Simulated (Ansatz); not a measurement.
**CHClOSi (charge −1, doublet): density, localisation and related maps**

```xyz
5

C    -2.8052    1.9316    0.2821
Cl   -3.0583    1.6563    3.3444
O    -2.6109    2.2257   -0.9129
Si   -2.2845    3.0375    1.7394
H    -3.3227    0.9460    0.5095
```

Geometry: r2SCAN-D4/def2-SVPD.

These are results of isolated molecule in a Gaussian basis; Kohn-Sham density functional theory, functional PBE0 (Ansatz 0.2.0), not measurements.

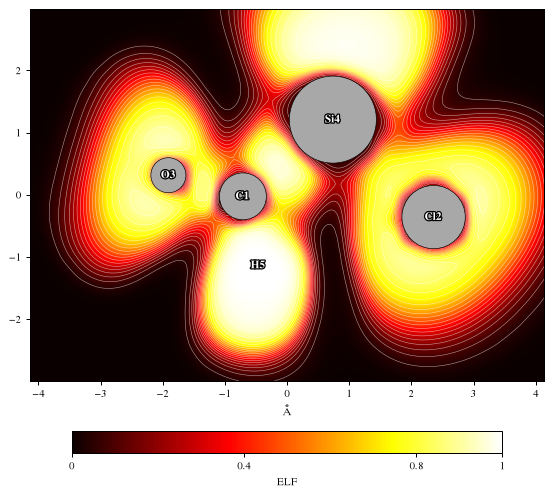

Figure 1. ELF on the molecular plane. Grey discs cover the atomic cores.

Q: What do the fields say about this system?

A:
- Atoms in the plane: C, Cl, O, Si and H.
- C–O (1.25 Å): the ELF peaks at about 0.85 between the atoms; a short, strongly polar bond.
- C–Si (1.90 Å): the ELF peaks at about 0.95 between the atoms: localised, covalent bonding.
- Si–Cl (2.25 Å): the ELF peaks at about 0.85 between the atoms; a shared but strongly polarised pair.
- C–H (1.14 Å): the ELF climbs to about 1 towards the hydrogen, as it does in any bond to H (an ordinary covalent bond to hydrogen).
- The ELF also peaks beside Cl2, O3 and Si4, away from the bonds: non-bonding electrons, paired or unpaired.

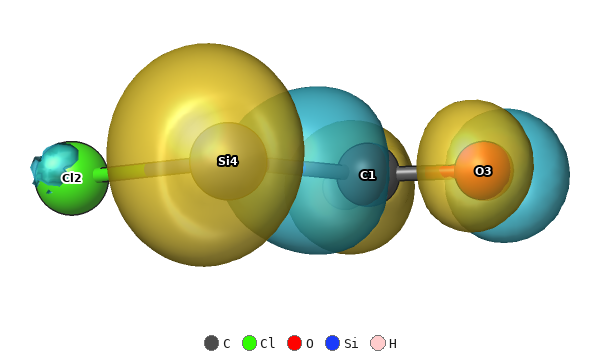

Figure 2. The HOMO−1 (α) at ±0.15 Å⁻³ᐟ² (yellow and cyan are the two phases), seen from one side.

Q: What is the character of this orbital?

A: It lies mainly on Si4 (about 40 %), O3 (about 25 %), C1 (about 20 %) and H5 (about 10 %); it is symmetric in the molecular plane (an in-plane orbital: σ, lone-pair or in-plane π type). Its energy is −1.37 eV.

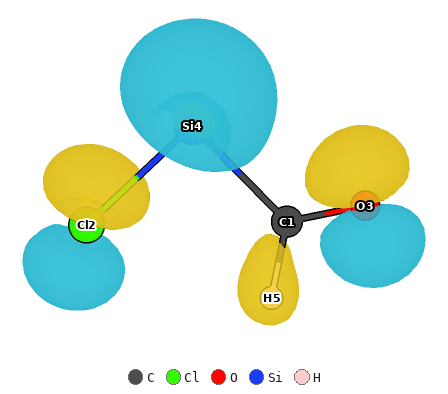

Figure 3. The HOMO−1 (β) at ±0.15 Å⁻³ᐟ² (yellow and cyan are the two phases), seen at a tilt.

Q: What is the character of this orbital?

A: By Hirshfeld shares it lies mainly on Si4 (about 40 %), O3 (about 35 %), Cl2 (about 20 %) and C1 (about 5 %); it is symmetric in the molecular plane (an in-plane orbital: σ, lone-pair or in-plane π type). Its energy is −2.93 eV.
